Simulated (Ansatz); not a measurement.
**Molecular dynamics of CH9BO2Si2 (part 4 of 4)**

Continued. System: CH9BO2Si2. Method: RKS B3LYP-D4/STO-3G (Ansatz 0.2.0). It belongs to a series of runs on one base structure; here: dynamics from the start.

Geometry of the input (Å):
```
O  -1.5128  -0.6713  -0.3011
C  -0.7746  -1.1987  -1.5037
B  -0.2347  -1.5513  -0.0691
Si 1.3446  -0.6042  0.6648
Si 0.7205  1.5703  0.8505
O  -0.7590  1.6017  -0.1231
H  -1.2361  0.4175  -0.2293
H  -1.4112  -1.8917  -2.0768
H  -0.3694  -0.3899  -2.1355
H  -0.4893  -2.6029  0.3779
H  1.7772  -0.9974  1.9886
H  2.5316  -0.6140  -0.1640
H  0.3012  2.0312  2.1625
H  1.5343  2.6340  0.2890
H  -1.4439  2.2163  0.2985
```

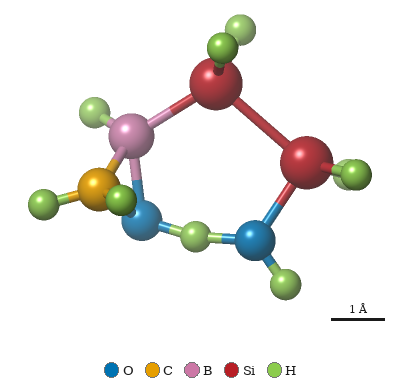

*The geometry at step 130 of the log (ball-and-stick view, seen at a tilt).*

## Trajectory as extended XYZ, continued
```
15
Properties=species:S:1:pos:R:3:forces:R:3 step=105 time_fs=52.5 energy=-21450.18754 temperature=290.4
O    -1.4419   -0.6469   -0.4233   -1.2203   2.3974   0.4211
C    -0.6314   -1.2586   -1.4884   -0.0205  -0.2433  -2.1235
B    -0.2412   -1.4386    0.0138    0.3522  -1.7782   0.5289
Si    1.3454   -0.5641    0.6087    0.7321   1.4634   0.4516
Si    0.8026    1.6762    0.6961   -0.5236  -0.7183   1.5068
O    -0.6773    1.6515   -0.1808   -0.1642  -2.0894  -1.0970
H    -1.1346    0.4681   -0.4298   -0.5163  -0.0147   0.6058
H    -1.2210   -2.0240   -2.0614    0.4074   0.5676   0.3420
H    -0.2355   -0.4366   -2.1611   -0.0290  -1.0632   0.4804
H    -0.5144   -2.4178    0.6046   -0.0996  -0.0384  -0.3706
H     1.9892   -0.8863    1.8465   -0.2025  -0.0611   0.5600
H     2.4299   -0.7087   -0.2948    0.5124   0.1064  -0.6832
H     0.2686    2.0666    2.0294    0.7501   0.1327  -0.5875
H     1.6435    2.7068    0.1578    0.1433   0.4658  -0.1250
H    -1.2282    2.4348   -0.4224   -0.1215   0.8734   0.0902
15
Properties=species:S:1:pos:R:3:forces:R:3 step=110 time_fs=55.0 energy=-21450.22474 temperature=320.7
O    -1.4515   -0.6372   -0.4247   -0.0337   1.6917   0.1688
C    -0.6333   -1.2669   -1.5013   -0.8341  -1.1609   0.0432
B    -0.2186   -1.4411   -0.0020   -0.4230  -1.5878   0.0076
Si    1.3461   -0.5628    0.5940    1.8236   1.7457   2.3385
Si    0.8090    1.6809    0.7013   -0.5950  -0.2629   0.4956
O    -0.6838    1.6440   -0.1968   -0.1301  -0.6341  -1.1113
H    -1.1106    0.4637   -0.4326   -0.8403   0.1369   0.4845
H    -1.2526   -2.0143   -2.0170    0.1092  -0.1710  -0.1472
H    -0.2456   -0.5317   -2.1872    0.6244   0.6581  -0.6265
H    -0.4678   -2.4225    0.5835   -0.2140  -0.1445  -0.2624
H     1.9880   -0.8139    1.9379   -0.9075   0.0352  -1.1222
H     2.4728   -0.6271   -0.2662    0.5104  -0.0678  -0.6663
H     0.2315    2.0901    1.9842    0.6664   0.1888  -0.0256
H     1.6564    2.7512    0.1752   -0.2432  -0.0936   0.0830
H    -1.2313    2.4672   -0.4209    0.4869  -0.3338   0.3402
15
Properties=species:S:1:pos:R:3:forces:R:3 step=115 time_fs=57.5 energy=-21450.18383 temperature=300.4
O    -1.4593   -0.6212   -0.4276    0.6220   0.2897  -0.0736
C    -0.6379   -1.2794   -1.5153   -0.3085   0.2568   0.0614
B    -0.1961   -1.4484   -0.0185   -1.1574  -1.1818  -0.5674
Si    1.3465   -0.5585    0.5878    3.5126   2.0388   1.9021
Si    0.8094    1.6852    0.7050   -0.7648   0.2962  -0.0676
O    -0.6907    1.6283   -0.2168   -0.2909   1.2070  -0.9671
H    -1.1305    0.4639   -0.4102   -0.6624   0.2927   0.1117
H    -1.2613   -2.0200   -2.0099   -0.2419  -0.5705  -0.2851
H    -0.2305   -0.5688   -2.2579    0.1310   0.0960   0.2786
H    -0.4356   -2.4343    0.5501   -0.2803  -0.2503  -0.0793
H     1.9696   -0.7613    1.9705   -0.9893  -0.1022  -1.5023
H     2.5540   -0.5624   -0.2774   -0.8139  -0.1652   0.2987
H     0.2092    2.1281    1.9614    0.6201   0.0913   0.1192
H     1.6258    2.8114    0.1768   -0.4410  -0.6256   0.2295
H    -1.2291    2.5049   -0.4135    1.0647  -1.6732   0.5414
15
Properties=species:S:1:pos:R:3:forces:R:3 step=120 time_fs=60.0 energy=-21450.23639 temperature=304.9
O    -1.4666   -0.6082   -0.4251    0.8092  -1.1987  -0.4217
C    -0.6429   -1.2840   -1.5327   -0.3819   0.7589  -0.7424
B    -0.1839   -1.4626   -0.0366   -1.3472  -0.8370  -0.6761
Si    1.3531   -0.5510    0.5901    3.4210   2.2078  -0.1278
Si    0.8072    1.6889    0.7069   -1.5035   0.3076   0.1058
O    -0.7000    1.6191   -0.2321    1.5654  -0.7174  -0.0022
H    -1.1736    0.4622   -0.3808   -0.1779   0.6370  -0.1693
H    -1.2691   -2.0428   -2.0510    0.1361   0.1465   0.3120
H    -0.2155   -0.5690   -2.3178   -0.4051  -0.6094   1.2870
H    -0.4162   -2.4598    0.5319   -0.2558  -0.0060  -0.1653
H     1.9207   -0.7449    1.9091   -0.3003  -0.3706   0.0587
H     2.6189   -0.5174   -0.2676   -1.5562  -0.2635   0.7196
H     0.2099    2.1595    1.9742    0.6588  -0.1584  -0.2213
H     1.5477    2.8518    0.1835   -0.1201  -0.5352   0.0641
H    -1.1787    2.4722   -0.3814   -0.5424   0.6383  -0.0212
15
Properties=species:S:1:pos:R:3:forces:R:3 step=125 time_fs=62.5 energy=-21450.21681 temperature=232.8
O    -1.4744   -0.5985   -0.4168    1.1044  -1.8176  -0.8391
C    -0.6481   -1.2840   -1.5526   -0.7473   0.5273   0.1221
B    -0.1783   -1.4875   -0.0518   -1.3599   0.2522  -0.9365
Si    1.3633   -0.5410    0.5973    1.5014   2.0425  -1.9021
Si    0.8026    1.6931    0.7101   -1.7647  -0.4815   0.0786
O    -0.6986    1.6088   -0.2455    1.8463  -0.6146   0.1839
H    -1.2171    0.4981   -0.3594    0.1531  -0.0895  -0.3080
H    -1.2599   -2.0531   -2.0981    0.1967   0.5174   0.6312
H    -0.2123   -0.5728   -2.3151   -0.2560  -0.2951   0.9587
H    -0.4242   -2.4743    0.5137   -0.2287  -0.2098  -0.0411
H     1.9087   -0.7664    1.8335    0.5112  -0.6434   2.2420
H     2.6068   -0.4980   -0.2113   -0.8684  -0.2214   0.0872
H     0.2371    2.1912    1.9607    0.3594  -0.1582   0.1058
H     1.4667    2.8520    0.1821    0.4717   0.1152  -0.3256
H    -1.1775    2.4609   -0.3289   -0.9191   1.0765  -0.0572
15
Properties=species:S:1:pos:R:3:forces:R:3 step=130 time_fs=65.0 energy=-21450.25315 temperature=292.1
O    -1.4809   -0.5957   -0.4107    1.2368  -2.1683  -1.0366
C    -0.6612   -1.2771   -1.5690   -0.6889   0.0368   2.4161
B    -0.1834   -1.5130   -0.0597   -1.3768   0.4590  -1.0330
Si    1.3764   -0.5332    0.6026    0.1696   1.1762  -0.1005
Si    0.8003    1.6941    0.7112   -2.0020  -1.3637   0.5470
O    -0.6960    1.5985   -0.2555    0.9303   1.6574   0.1743
H    -1.2279    0.5026   -0.3487    0.1411  -0.3664  -0.3188
H    -1.2443   -2.0306   -2.1142   -0.4035  -0.0402   0.1751
H    -0.2015   -0.5899   -2.2644    0.3749   0.9047  -0.3613
H    -0.4678   -2.5230    0.4797    0.0483   0.2712  -0.1345
H     1.9255   -0.8428    1.8620   -0.0171  -0.2665   1.1847
H     2.5856   -0.4625   -0.1361    0.4507  -0.2251  -0.9127
H     0.2733    2.1881    1.9735    0.1507  -0.1686   0.1642
H     1.4250    2.8425    0.2083    0.9831   0.8765  -0.7675
H    -1.2010    2.4859   -0.2568    0.0029  -0.7833   0.0036
15
Properties=species:S:1:pos:R:3:forces:R:3 step=135 time_fs=67.5 energy=-21450.19903 temperature=307.9
O    -1.4866   -0.5931   -0.4077    1.1690  -2.5520  -1.0385
C    -0.6822   -1.2730   -1.5735   -0.1249   0.2699   3.1216
B    -0.1852   -1.5378   -0.0750   -1.4141   0.6685  -0.8888
Si    1.3892   -0.5253    0.6070    0.0304   0.1019   2.0166
Si    0.7939    1.6962    0.7136   -1.5732  -0.8497   0.6657
O    -0.6979    1.6023   -0.2616    1.0008   1.5199   0.3726
H    -1.2386    0.4894   -0.3437    0.3145  -0.0738  -0.3086
H    -1.2462   -2.0165   -2.1221   -0.7541  -0.3206  -0.2220
H    -0.1648   -0.5884   -2.2137    0.3728   1.1096  -0.8006
H    -0.5272   -2.5556    0.4310    0.3445   0.4785  -0.0257
H     1.9331   -0.9093    1.9529   -0.8100   0.4125  -0.8758
H     2.6077   -0.4259   -0.0803    0.8817  -0.2633  -1.1740
H     0.3231    2.1873    2.0114    0.0362  -0.2761  -0.1531
H     1.4395    2.8647    0.2228    0.6754   0.3371  -0.6080
H    -1.2192    2.4724   -0.1818   -0.1491  -0.5624  -0.0814
15
Properties=species:S:1:pos:R:3:forces:R:3 step=140 time_fs=70.0 energy=-21450.26954 temperature=353.4
O    -1.4864   -0.5993   -0.4089    0.9284  -1.8296  -0.5476
C    -0.7098   -1.2684   -1.5588    1.0310   1.2394   0.8774
B    -0.1870   -1.5534   -0.0976   -1.0889   0.7867  -0.0781
Si    1.4021   -0.5189    0.6178    0.4350  -0.3313   1.3450
Si    0.7845    1.6996    0.7112   -0.5252   0.1358   0.8463
O    -0.6973    1.6199   -0.2700    1.9787  -0.3050   0.2201
H    -1.2132    0.4809   -0.3478    0.1260  -0.1538  -0.2959
H    -1.2768   -2.0133   -2.1238   -0.4875   0.0766  -0.1231
H    -0.1518   -0.5328   -2.1938   -0.7066  -0.3673   0.1394
H    -0.5772   -2.5567    0.4025    0.5638   0.4096   0.0535
H     1.8982   -0.9546    1.9866   -0.7238   0.6631  -1.2561
H     2.6526   -0.3983   -0.0989   -0.0871  -0.3907  -0.4207
H     0.3829    2.1703    2.0643   -0.0711  -0.3394  -0.7312
H     1.5055    2.8926    0.2263   -0.1037  -0.7097  -0.1933
H    -1.2435    2.4193   -0.1109   -1.2690   1.1157   0.1644
15
Properties=species:S:1:pos:R:3:forces:R:3 step=145 time_fs=72.5 energy=-21450.30064 temperature=312.6
O    -1.4773   -0.6132   -0.4101    0.2890  -1.2860  -0.0013
C    -0.7271   -1.2642   -1.5462    1.3820   1.2478  -1.1568
B    -0.1951   -1.5684   -0.1156   -0.0090   1.6819   0.3554
Si    1.4146   -0.5145    0.6323    0.1008  -0.0164  -1.3365
Si    0.7779    1.7046    0.7051    0.1051   0.1793   1.1091
O    -0.6922    1.6337   -0.2817    0.2361   1.0274   0.4460
H    -1.1980    0.4563   -0.3575    0.1719   0.1384  -0.1840
H    -1.3026   -2.0161   -2.1305   -0.1075   0.6205   0.2047
H    -0.1669   -0.4868   -2.1845   -1.1371  -1.1712   0.5755
H    -0.5875   -2.5401    0.3691    0.3067  -0.4715   0.4908
H     1.8480   -0.9549    1.9282    0.0009   0.2085   0.4231
H     2.6884   -0.3934   -0.1357   -0.9356  -0.4671   0.2758
H     0.4148    2.1425    2.0859   -0.1542  -0.2521  -0.9113
H     1.5463    2.8875    0.2269   -0.3631  -0.8932  -0.0805
H    -1.3205    2.3956   -0.0156    0.1139  -0.5465  -0.2100
15
Properties=species:S:1:pos:R:3:forces:R:3 step=150 time_fs=75.0 energy=-21450.29393 temperature=242.1
O    -1.4654   -0.6287   -0.4092   -0.2349  -0.5558   0.7092
C    -0.7385   -1.2507   -1.5349    0.3442  -0.8232  -1.1332
B    -0.1929   -1.5783   -0.1286    0.1623   1.0634   1.3582
Si    1.4216   -0.5080    0.6437   -1.2384   0.3751  -3.1107
Si    0.7751    1.7119    0.7009    0.2162  -0.8108   0.6045
O    -0.6851    1.6454   -0.2921   -0.8202   1.3192   0.6395
H    -1.1749    0.4273   -0.3710    0.1296   0.5015  -0.0016
H    -1.3425   -1.9867   -2.1148    0.0900   0.6011   0.2147
H    -0.2277   -0.5063   -2.1414    0.0350   0.3235  -0.7143
H    -0.6078   -2.5547    0.3866    0.6174   0.0933   0.0508
H     1.8040   -0.9391    1.8885    0.6369  -0.3588   2.1380
H     2.6560   -0.4155   -0.1450   -0.4176  -0.3854   0.1524
H     0.4031    2.1048    2.0494   -0.3140   0.1300  -0.1033
H     1.5592    2.8485    0.2256   -0.0838  -0.3277  -0.1995
H    -1.3696    2.3511    0.0680    0.8774  -1.1454  -0.6050
```

## Key numbers

```tsv
quantity	value
outcome	finished
mean temperature over the second half	317 K
trajectory	150 steps, 75 fs
ensemble	nvt_langevin
temperature in the input	300.0 K
time step	0.5 fs
potential energy (last step)	−21450.2942 eV
mean-field energy (last step)	−21449.6844 eV
largest force (length of the vector) (last step)	3.369 eV/Å
hardware	1 thread of Arm Neoverse V2, 24 GiB of memory available, shared host
wall time	6.6 min
peak memory	0.11 GiB
```

## Remarks

So short a trajectory is not equilibrated. The logged temperature at the start can lie below the typed one, since it is counted over all degrees of freedom.
